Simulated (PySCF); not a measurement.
Single-point calculation, with input and output: SiNH₄O

- system: SiNH₄O, multiplicity 2, SMILES N[SiH]O
- method: HF/6-311+G**, UHF (PySCF 2.14.0)

The geometry comes from this level: PBE0-D4/def2-TZVP.

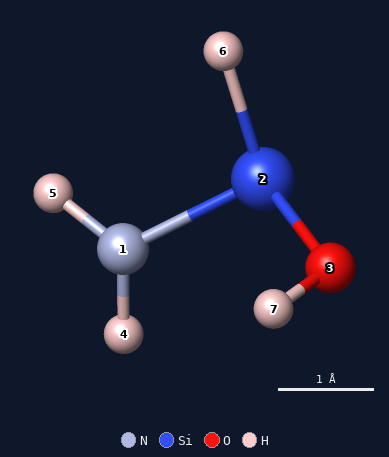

The structure (ball-and-stick view, seen at a tilt; atoms are numbered from 1 in the order of the input).

### Input (input.py)
```python
from pyscf import gto

mol = gto.M(
    atom='mol.xyz',
    max_memory=1860,
    verbose=3,
    spin=1,
    basis='6-311+g**',
)

mf = mol.UHF()
mf.conv_tol = 1e-10
mf.kernel()
if not mf.converged:
    mf = mf.newton().run(mf.mo_coeff, mf.mo_occ)

e_tot = mf.e_tot
print('E(%s) = %.9f' % ('HF', e_tot))
```

### File mol.xyz
```
7

N     -0.694900     0.548300    -0.575200
Si     0.293100     0.159000     0.781300
O      1.622900    -0.672400     0.270300
H     -0.355900     1.168100    -1.294800
H     -1.685800     0.673200    -0.432900
H     -0.599100    -0.661900     1.664700
H      1.480900    -1.282400    -0.459000
```

Launch command:
```bash
OMP_NUM_THREADS=1 python input.py
```

### What the program printed
```
WARN: HOMO -0.103954521327708 >= LUMO -0.103954521327708

converged SCF energy = -420.65121985738  <S^2> = 0.75382689  2S+1 = 2.0038232
E(HF) = -420.651219857
```

### Summary

- outcome: converged
- total energy: −420.651220 hartree
- basis functions: 98
- ⟨S²⟩: 0.754
- dipole moment: 2.28 D
- hardware: 1 thread of Arm Neoverse N1, 24 GiB of memory available, shared host
- wall time: 4.2 s
- peak memory: 0.21 GiB
